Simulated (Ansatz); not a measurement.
# C2H3ClSi (SMILES ClC1=C[SiH2]1) at r2SCAN/def2-SVP

What is the electronic atomisation energy of C2H3ClSi at r2SCAN/def2-SVP? 

The results are computed with Ansatz 0.2.0.

57 further runs of the same task are left out: 57 set aside as unsound or not needed.

## 1. The molecule

C2H3ClSi: 7 atoms, total charge 0, spin state singlet. SMILES: `ClC1=C[SiH2]1`. The shape is that of a PBE0-D4/def2-TZVP optimisation.

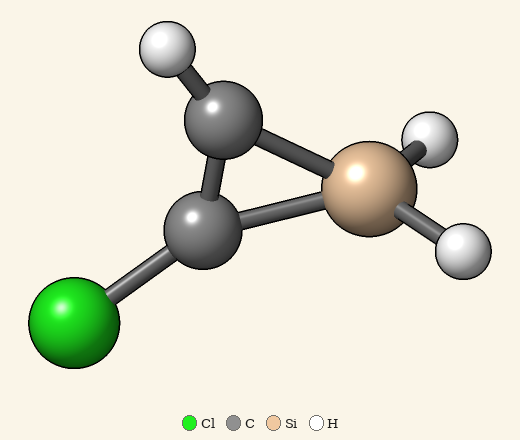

Viewed from a chosen angle; chlorine green, carbon grey, silicon light orange, hydrogen white.

## 2. The energy at r2SCAN/def2-SVP

run.yaml reads:

```yaml
crystal:
  periodic: [false, false, false]
  atoms:
    - {symbol: Cl, position_ang: [-1.169200, -2.293300, 0.411500]}
    - {symbol: C, position_ang: [-0.358000, -0.819900, 0.163200]}
    - {symbol: C, position_ang: [0.836800, -0.330000, 0.466700]}
    - {symbol: Si, position_ang: [-0.185900, 0.871600, -0.438900]}
    - {symbol: H, position_ang: [1.727500, -0.673800, 0.975600]}
    - {symbol: H, position_ang: [-0.837800, 2.011300, 0.248800]}
    - {symbol: H, position_ang: [0.047800, 1.166200, -1.872600]}
basis:
  gaussian:
    orbitals: def2-SVP
hamiltonian:
  xc: r2scan
accuracy: high
output: {orbitals: {seedname: orbitals}}
```

Launch:

```console
$ ansatz run run.yaml --threads 1 --pin off --max-ram 3480MiB --events-out events.jsonl --progress --plain --runs-dir runs
```

The log of the run:

```text
Warning: RAYON_NUM_THREADS=1 ignored (pool sized by the plan → 1); use --threads N
Functional definition: r2SCAN
  name "r2SCAN"
  parameter k0 = 0.174
  parameter k1 = 0.065
  parameter a1 = 4.9479
  exchange = r2scan_x(k0 = k0, k1 = k1, a1 = a1)
  correlation = r2scan_c
1684 factors; integrals over basis functions are off by at most 3.6e-9 eV
mean field evaluation 1: about -22502.6475 eV, gradient 5.3e1 eV
mean field evaluation 2: about -22485.8729 eV, gradient 8.9e1 eV
mean field evaluation 4: about -22510.0778 eV, gradient 5.4e0 eV
mean field evaluation 8: about -22510.1584 eV, gradient 1.4e-1 eV
mean field evaluation 16: about -22510.1585 eV, gradient 6.7e-6 eV
mean field -22510.15849023 eV, -827.2330665827 hartree, gradient 5.0e-8 eV, S^2 0.000000; 0 other end points of the search recorded, 0 dependent functions left out
reference -22510.15849087 eV, -827.2330666061 hartree; 23, 23 occupied and 56, 56 virtual orbitals, 1684 factors
Total energy: -22510.15849087 eV, -827.2330666061 hartree
```

Wall time 9.3 s (1 thread of Arm Neoverse V2, shared host); peak memory 0.24 GiB.

## 3. The C atom at the same level

job.yaml reads:

```yaml
crystal:
  periodic: [false, false, false]
  atoms:
    - symbol: C
      position_ang: [0.000000, 0.000000, 0.000000]
basis:
  gaussian:
    orbitals: def2-SVP
magnetization:
  spin_polarized: true
  initial_magnetization: 2
hamiltonian:
  xc: {name: r2SCAN}
accuracy: high
```

Launch:

```console
$ ansatz run job.yaml --threads 1 --pin off --max-ram 3480MiB --events-out events.jsonl --progress --plain --runs-dir runs
```

The log of the run, shortened:

```text
Warning: RAYON_NUM_THREADS=1 ignored (pool sized by the plan → 1); use --threads N
[... 7 set-up lines as earlier in the session ...]
95 factors; integrals over basis functions are off by at most 1.9e-9 eV
mean field evaluation 1: about -1028.1422 eV, gradient 4.3e0 eV
mean field evaluation 2: about -1028.2355 eV, gradient 1.3e0 eV
mean field evaluation 4: about -1028.2488 eV, gradient 4.2e-3 eV
mean field evaluation 8: about -1028.2472 eV, gradient 1.0e-3 eV
mean field evaluation 16: about -1028.0518 eV, gradient 6.0e0 eV
mean field evaluation 32: about -1028.2472 eV, gradient 2.2e-8 eV
mean field -1028.24724942 eV, -37.7873894452 hartree, gradient 8.4e-8 eV, S^2 2.004535; 2 other end points of the search recorded, 0 dependent functions left out
reference -1028.24725023 eV, -37.7873894750 hartree; 4, 2 occupied and 10, 12 virtual orbitals, 95 factors
Total energy: -1028.24725023 eV, -37.7873894750 hartree
```

Wall time 1.4 s (1 thread of Arm Neoverse V2, shared host).

## 4. The Cl atom, same level

in.yaml reads:

```yaml
crystal:
  periodic: [false, false, false]
  atoms:
    - {symbol: Cl, position_ang: [0.000000, 0.000000, 0.000000]}
basis:
  gaussian: {orbitals: def2-SVP}
magnetization: {spin_polarized: true, initial_magnetization: 1}
total_charge: 0
hamiltonian: {xc: r2scan}
accuracy: high
```

Run the same way, it converges to -459.95999 Eh (log not shown).

## 5. The H atom, same level

in.yaml reads:

```yaml
crystal:
  periodic: [false, false, false]
  atoms:
    - {symbol: H, position_ang: [0.000000, 0.000000, 0.000000]}
basis:
  gaussian:
    orbitals: def2-SVP
total_charge: 0
magnetization:
  spin_polarized: true
  initial_magnetization: 1
hamiltonian:
  xc: {name: r2SCAN}
accuracy: high
```

Run the same way, it converges to -0.49921 Eh (log not shown).

## 6. The Si atom at the same level

run.yaml reads:

```yaml
crystal:
  periodic: [false, false, false]
  atoms:
    - {symbol: Si, position_ang: [0.000000, 0.000000, 0.000000]}
basis:
  gaussian:
    orbitals: def2-SVP
magnetization:
  spin_polarized: true
  initial_magnetization: 2
hamiltonian:
  xc: {name: r2SCAN}
accuracy: high
```

Launch:

```console
$ ansatz run run.yaml --threads 1 --pin off --max-ram 3480MiB --events-out events.jsonl --progress --plain --runs-dir runs
```

The log of the run, shortened:

```text
Warning: RAYON_NUM_THREADS=1 ignored (pool sized by the plan → 1); use --threads N
[... 7 set-up lines as earlier in the session ...]
134 factors; integrals over basis functions are off by at most 2.5e-9 eV
mean field evaluation 1: about -7870.6733 eV, gradient 2.4e0 eV
mean field evaluation 2: about -7870.7482 eV, gradient 6.4e-1 eV
mean field evaluation 4: about -7870.7514 eV, gradient 2.3e-1 eV
mean field evaluation 8: about -7870.7519 eV, gradient 1.1e-4 eV
mean field evaluation 16: about -7870.7519 eV, gradient 2.6e-7 eV
mean field evaluation 32: about -7870.7519 eV, gradient 9.3e-5 eV
mean field -7870.75189971 eV, -289.2447973270 hartree, gradient 8.0e-8 eV, S^2 2.006224; 2 other end points of the search recorded, 0 dependent functions left out
reference -7870.75190173 eV, -289.2447974012 hartree; 8, 6 occupied and 10, 12 virtual orbitals, 134 factors
Total energy: -7870.75190173 eV, -289.2447974012 hartree
```

It took 3.3 s on 1 thread of Arm Neoverse V2, shared host; peak memory 0.12 GiB.

## 7. Results

At r2SCAN/def2-SVP:

| quantity | value |
| --- | --- |
| molecule: total energy | -827.23307 Eh |
| molecule: HOMO energy | -6.80 eV |
| molecule: LUMO energy | -1.08 eV |
| molecule: HOMO–LUMO gap | 5.73 eV |
| C atom: total energy | -37.78739 Eh |
| C atom: ⟨S²⟩ | 2.005 |
| Cl atom: total energy | -459.95999 Eh |
| Cl atom: ⟨S²⟩ | 0.753 |
| H atom: total energy | -0.49921 Eh |
| H atom: ⟨S²⟩ | 0.750 |
| Si atom: total energy | -289.24480 Eh |
| Si atom: ⟨S²⟩ | 2.006 |
| electronic atomisation energy | 26.011 eV |

What this shows: Taking the molecule apart into free atoms costs 26.01 eV (2510 kJ/mol), before zero-point energy and without spin-orbit coupling.
